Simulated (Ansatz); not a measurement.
# [NH4]+ (ammonium): CCSD(T)/3-21G

Aim: the energy change on altering one bond length of [NH4]+ (ammonium) at CCSD(T)/3-21G, from 2 runs. 

The results are computed with Ansatz 0.2.0.

2 further runs of the same task are left out: 2 set aside as unsound or not needed.

## Step 1: The structure to begin with

[NH4]+: 5 atoms, total charge +1, spin state singlet. As SMILES, `[NH4+]`. The shape is that of a PBE0-D4/def2-TZVP optimisation.

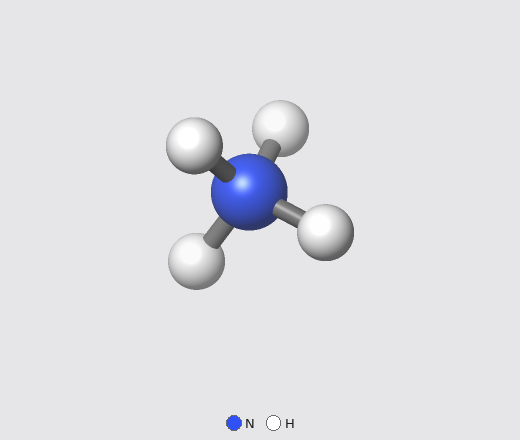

Viewed from a chosen angle; nitrogen blue, hydrogen white.

## Step 2: The energy at CCSD(T)/3-21G

Contents of molecule.yaml:

```yaml
crystal:
  periodic: [false, false, false]
  atoms:
    - {symbol: "N", position_ang: [0.000010, 0.000010, -0.000000]}
    - {symbol: H, position_ang: [0.453330, -0.447860, 0.801010]}
    - {symbol: H, position_ang: [-0.972430, 0.216180, 0.235210]}
    - {symbol: H, position_ang: [0.023940, -0.633460, -0.803650]}
    - {symbol: H, position_ang: [0.495160, 0.865130, -0.232580]}
basis:
  gaussian:
    orbitals: 3-21G.json
total_charge: 1
correlation:
  method: ccsd_t
  frozen_orbitals: {H: 0, "N": 1}
accuracy: high
scf:
  omitted_lower_state_checks: [cluster_reference, increment]
```

The basis set 3-21G is read from a file made from the Basis Set Exchange's data (not shown).

Launch:

```sh
$ ansatz run molecule.yaml --threads 1 --pin off --max-ram 3480MiB --events-out events.jsonl --progress --plain --runs-dir runs
```

Log:

```text
Warning: RAYON_NUM_THREADS=1 ignored (pool sized by the plan → 1); use --threads N
Functional definition: HF
  name "HF"
  exchange = exact_x
  correlation = 0
these checks for a lower state are left out or cut short: cluster_reference, increment
338 factors; integrals over basis functions are off by at most 3.8e-9 eV
mean field evaluation 1: about -1527.5641 eV, gradient 3.9e1 eV
mean field evaluation 2: about -1527.5578 eV, gradient 3.9e1 eV
mean field evaluation 4: about -1530.1984 eV, gradient 1.0e0 eV
mean field evaluation 8: about -1530.2007 eV, gradient 1.2e-4 eV
mean field -1530.20072978 eV, -56.2338396120 hartree, gradient 2.8e-8 eV, S^2 0.000000; 0 other end points of the search recorded, 0 dependent functions left out
1 core orbitals not correlated: weight in the atoms' cores, before any rotation towards them, 1.000 or more for the frozen orbitals, at most 0.000 for the correlated occupied ones
reference -1530.20072978 eV, -56.2338396120 hartree; 4, 4 occupied and 12, 12 virtual orbitals, 338 factors
second order -3.19543866 eV of doubles, -0.00000000 eV of singles
cycle   1  -3.43689101 eV  change   -2.4e-1 eV  update   3.7e-2
cycle   2  -3.57843987 eV  change   -1.4e-1 eV  update   1.4e-2
cycle   3  -3.59193242 eV  change   -1.3e-2 eV  update   2.7e-3
cycle   4  -3.59338060 eV  change   -1.4e-3 eV  update   6.4e-4
cycle   5  -3.59344163 eV  change   -6.1e-5 eV  update   1.2e-4
cycle   6  -3.59348420 eV  change   -4.3e-5 eV  update   1.4e-5
cycle   7  -3.59348680 eV  change   -2.6e-6 eV  update   2.5e-6
cycle   8  -3.59348604 eV  change    7.5e-7 eV  update   3.8e-7
cycle   9  -3.59348615 eV  change   -1.1e-7 eV  update   6.1e-8
cycle  10  -3.59348615 eV  change    5.2e-9 eV  update   1.4e-8
cycle  11  -3.59348617 eV  change   -2.2e-8 eV  update   9.1e-9
cycle  12  -3.59348596 eV  change    2.1e-7 eV  update   3.6e-8
cycle  13  -3.59348596 eV  change    1.3e-9 eV  update   9.6e-9
cycle  14  -3.59348595 eV  change    8.4e-9 eV  update   1.9e-9
cycle  15  -3.59348595 eV  change    2.0e-9 eV  update  5.5e-10
cycle  16  -3.59348595 eV  change   1.3e-10 eV  update  1.5e-10
perturbative correction -0.04824988 eV, -0.0017731504 hartree
Total energy: -1533.84246560 eV, -56.3676709352 hartree
Checks for a lower state left out: cluster_reference, increment
```

It took 0.12 s on 1 thread of Arm Neoverse V1, shared host.

## Step 3: The distorted shape at the same level

Contents of run.yaml:

```yaml
crystal:
  periodic: [false, false, false]
  atoms:
    - {symbol: N, position_ang: [-0.113334, 0.111992, -0.200278]}
    - {symbol: H, position_ang: [0.453330, -0.447860, 0.801010]}
    - {symbol: H, position_ang: [-1.085774, 0.328162, 0.034932]}
    - {symbol: H, position_ang: [-0.089404, -0.521478, -1.003928]}
    - {symbol: H, position_ang: [0.381816, 0.977112, -0.432858]}
basis:
  gaussian:
    orbitals: 3-21G.json
total_charge: 1
correlation:
  method: ccsd_t
  frozen_orbitals: {H: 0, "N": 1}
accuracy: high
scf:
  omitted_lower_state_checks: [cluster_reference, increment]
```

The basis set 3-21G is read from a file made from the Basis Set Exchange's data (not shown).

Launch:

```sh
$ ansatz run run.yaml --threads 1 --pin off --max-ram 3480MiB --events-out events.jsonl --progress --plain --runs-dir runs
```

Log:

```text
Warning: RAYON_NUM_THREADS=1 ignored (pool sized by the plan → 1); use --threads N
[... 4 set-up lines as earlier in the session ...]
these checks for a lower state are left out or cut short: cluster_reference, increment
337 factors; integrals over basis functions are off by at most 4.0e-9 eV
mean field evaluation 1: about -1526.3717 eV, gradient 4.0e1 eV
mean field evaluation 2: about -1526.3672 eV, gradient 4.0e1 eV
mean field evaluation 4: about -1529.2966 eV, gradient 1.1e0 eV
mean field evaluation 8: about -1529.3003 eV, gradient 1.5e-4 eV
mean field -1529.30029036 eV, -56.2007490736 hartree, gradient 1.3e-8 eV, S^2 0.000000; 0 other end points of the search recorded, 0 dependent functions left out
1 core orbitals not correlated: weight in the atoms' cores, before any rotation towards them, 1.000 or more for the frozen orbitals, at most 0.000 for the correlated occupied ones
reference -1529.30029036 eV, -56.2007490736 hartree; 4, 4 occupied and 12, 12 virtual orbitals, 337 factors
second order -3.35329168 eV of doubles, -0.00000000 eV of singles
cycle   1  -3.58653346 eV  change   -2.3e-1 eV  update   4.4e-2
cycle   2  -3.76203069 eV  change   -1.8e-1 eV  update   1.8e-2
cycle   3  -3.78121007 eV  change   -1.9e-2 eV  update   3.9e-3
cycle   4  -3.78357628 eV  change   -2.4e-3 eV  update   1.0e-3
cycle   5  -3.78357467 eV  change    1.6e-6 eV  update   1.9e-4
cycle   6  -3.78362765 eV  change   -5.3e-5 eV  update   2.9e-5
cycle   7  -3.78363643 eV  change   -8.8e-6 eV  update   6.7e-6
cycle   8  -3.78363469 eV  change    1.7e-6 eV  update   1.2e-6
cycle   9  -3.78363507 eV  change   -3.8e-7 eV  update   2.2e-7
cycle  10  -3.78363506 eV  change    9.4e-9 eV  update   4.1e-8
cycle  11  -3.78363507 eV  change   -1.7e-8 eV  update   1.5e-8
cycle  12  -3.78363497 eV  change    1.0e-7 eV  update   4.6e-8
cycle  13  -3.78363495 eV  change    2.4e-8 eV  update   1.2e-8
cycle  14  -3.78363493 eV  change    1.4e-8 eV  update   2.7e-9
cycle  15  -3.78363493 eV  change   7.5e-10 eV  update  5.2e-10
perturbative correction -0.05968346 eV, -0.0021933267 hartree
Total energy: -1533.14360875 eV, -56.3419884194 hartree
Checks for a lower state left out: cluster_reference, increment
```

Wall time 0.12 s (1 thread of Arm Neoverse V1, shared host).

## Step 4: Summary of results

Level: CCSD(T)/3-21G, 1 core orbital frozen.

```
                                                         quantity         value
                                        first shape: total energy  -56.36767 Eh
          first shape: correlation energy (1 core orbital frozen)    -133.8 mEh
                                      first shape: (T) correction     -1.77 mEh
                                       first shape: T1 diagnostic         0.007
                                    distorted shape: total energy  -56.34199 Eh
      distorted shape: correlation energy (1 core orbital frozen)    -141.2 mEh
                                  distorted shape: (T) correction     -2.19 mEh
                                   distorted shape: T1 diagnostic         0.009
energy change with the N1–H2 bond stretched from 1.024 to 1.279 Å      0.699 eV
```

**Reading.** With the N1–H2 bond stretched from 1.024 to 1.279 Å the energy rises by 0.70 eV (67.4 kJ/mol). The first shape isn't relaxed at this level, so the change isn't measured from a minimum. The triples (first shape) make up 1.3 % of the correlation energy. The triples (distorted shape) make up 1.6 % of the correlation energy.
